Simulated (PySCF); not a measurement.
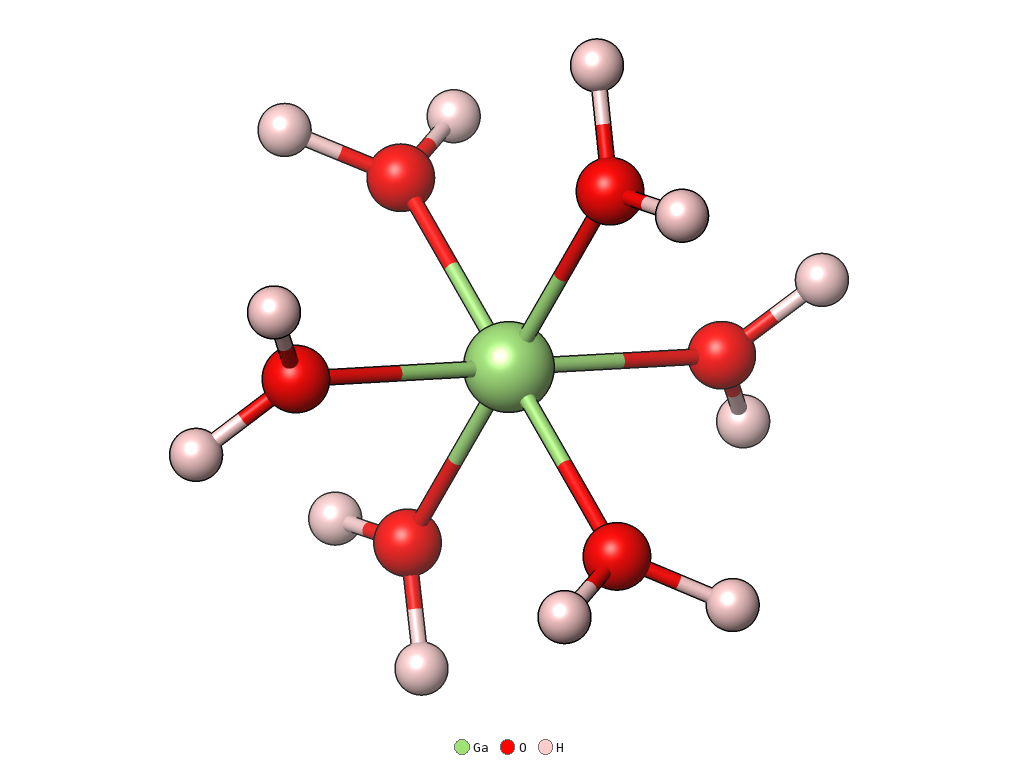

Ball-and-stick drawing of a structure. Every bond is drawn as one stick, whatever its order.

The species has charge +3 and is a spin singlet. Computed geometry: PBE0-D3(BJ)/def2-SVP optimisation. No frequency run is at hand to confirm it as a minimum.

Which formula does it have?

Answer. GaH₁₂O₆³⁺, 19 atoms: 1 gallium, 12 hydrogen and 6 oxygen.

Write the SMILES.

Answer. [OH2]->[Ga+3](<-[OH2])(<-[OH2])(<-[OH2])(<-[OH2])<-[OH2]

Count the bonded pairs by element.

Answer. 12 O–H, 6 Ga–O.

The parts below concern this one geometry. Atoms keep their numbers from picture to picture.

## Geometry

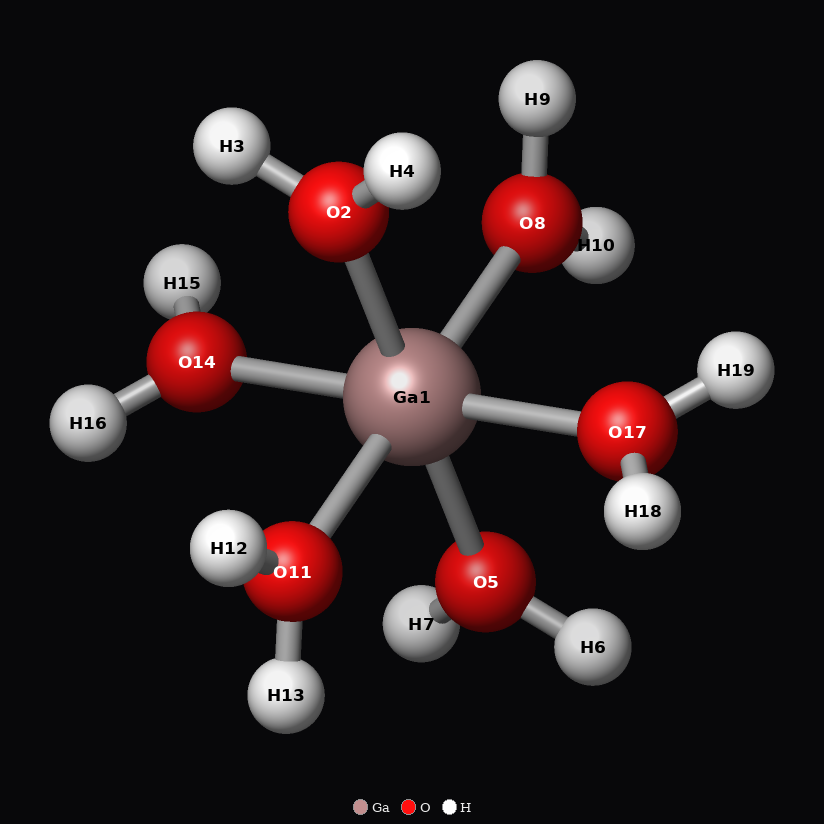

No frequency run is at hand to confirm it as a minimum.

List the bonds and their lengths. Leave out bonds to hydrogen.

```csv
bond,length (Å)
Ga1–O2,1.993
Ga1–O5,1.993
Ga1–O8,1.994
Ga1–O11,1.994
Ga1–O14,1.994
Ga1–O17,1.993
```

## Levels of theory compared

No frequency run is at hand to confirm it as a minimum. Program: PySCF 2.14.0.

Compare HOMO energy (eV), HOMO–LUMO gap (eV) at these levels: B3LYP/pcSseg-1 (pcSseg-2 on Ga); PBE/pcJ-1 (pcSseg-1 on Ga); PBE/pcSseg-1 (pcSseg-2 on Ga); PBE0/pcSseg-1 (pcSseg-2 on Ga).

```csv
level,HOMO energy (eV),HOMO–LUMO gap (eV)
B3LYP/pcSseg-1 (pcSseg-2 on Ga),−23.79,9.50
PBE/pcJ-1 (pcSseg-1 on Ga),−22.08,7.12
PBE/pcSseg-1 (pcSseg-2 on Ga),−22.16,7.11
PBE0/pcSseg-1 (pcSseg-2 on Ga),−24.12,10.22
```

## Core levels

No frequency run is at hand to confirm it as a minimum. Level of theory: delta-SCF UKS SCAN, pcX-2 on the ionised atom (unc-x2c-TZVPall on a metal), pcseg-1 elsewhere, spin-free X2C (PySCF 2.14.0).

Give the core-electron binding energies (to vacuum) of O2 1s.

```csv
atom,level,binding energy (eV)
O2,1s,554.4
```

## NMR shielding

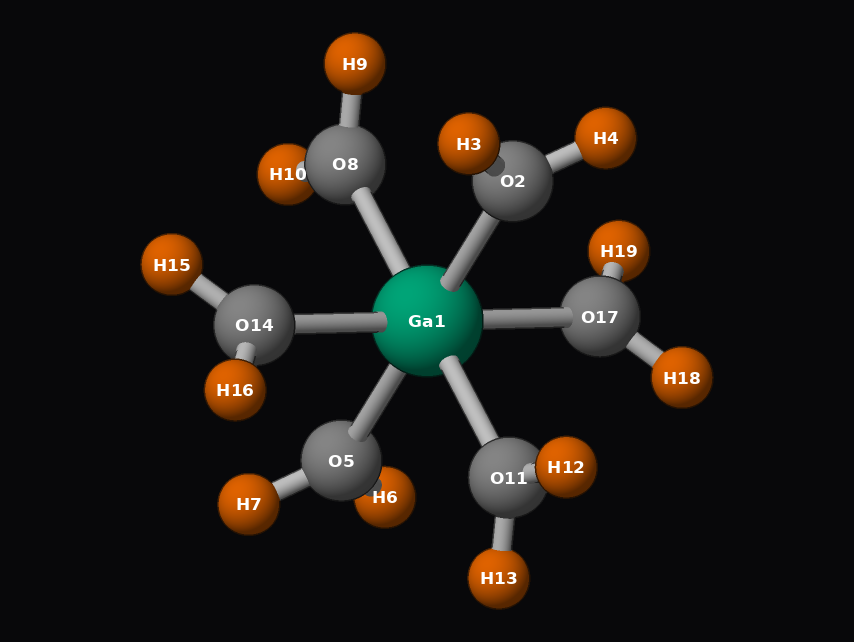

No frequency run is at hand to confirm it as a minimum. Level of theory: GIAO PBE/pcSseg-1 (pcSseg-2 on Ga) NMR shielding, non-relativistic, gas phase (PySCF 2.14.0). Principal shieldings σ11 ≤ σ22 ≤ σ33, span Ω = σ33 − σ11, skew κ = 3(σiso − σ22)/Ω.

Give the shielding tensors of the O atoms.

```tsv
atom	σ11	σ22	σ33	σiso	Ω	κ
O2, O5, O8…	239.4	301.1	315.2	285.2	75.9	−0.63
```

Shieldings and span in ppm.
